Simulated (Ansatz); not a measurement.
# TiO2 (rutile): scan of one atom of the cell

Starting cell, TiO2 (rutile):

```xyz
6
Lattice="4.6434 0.0000 0.0000 0.0000 4.6434 0.0000 0.0000 0.0000 2.9638" Properties=species:S:1:pos:R:3 pbc="T T T"
Ti     0.0000     0.0000     0.0000
Ti     2.3217     2.3217     1.4819
O      1.4168     1.4168     0.0000
O      3.7385     0.9049     1.4819
O      0.9049     3.7385     1.4819
O      3.2266     3.2266     0.0000
```

In each cell atom 2 (Ti, nearest neighbour O at 1.958 Å; its periodic images, 3.0 Å or more away, move with it) moves by s·(0.707, 0.707, 0.000) (along Cartesian [110]), the rest being held.

The numbers are results of PBE (plane waves to 420 eV, PAW, scalar-relativistic; Ansatz, an electronic-structure program), not measurements. k mesh 6×6×9 (Γ-centred), Fermi-Dirac smearing 0.05 eV. The energy includes the smearing's −TS. TiO2 is run without spin polarisation. TiO2 was relaxed with its symmetry unable to fall. ΔE is measured from the undisplaced structure.

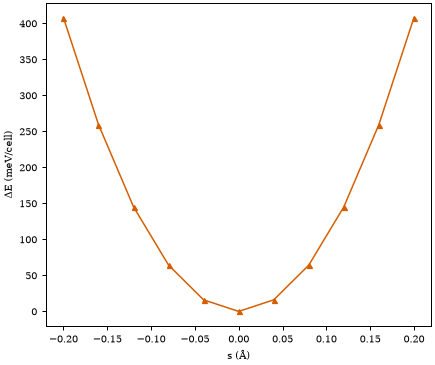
Figure. ΔE (meV/cell) against s (Å); computed points joined by lines.

The energy at s = 0.200 Å comes out as 408 meV/cell and the force constant k = d²E/ds² at s = 0 (finite differences) is 20.0 eV/Å². Harmonic estimate at the end of the scan: ½ks² = 400 meV/cell against the computed 408 meV/cell, so the well is close to harmonic there. Shape of the curve: a single well with its minimum at or next to zero displacement. Symmetry of the curve: even: the same for both signs.

The forces along the line at the two nearest points give (0.802 − (-0.802)) / (2·0.040) = 20.05 eV/Å²; the next pair corrects for the finite step.

(A displaced cell: forces are minus the slopes of the energy, force constants its curvatures, and phonons follow from these.)
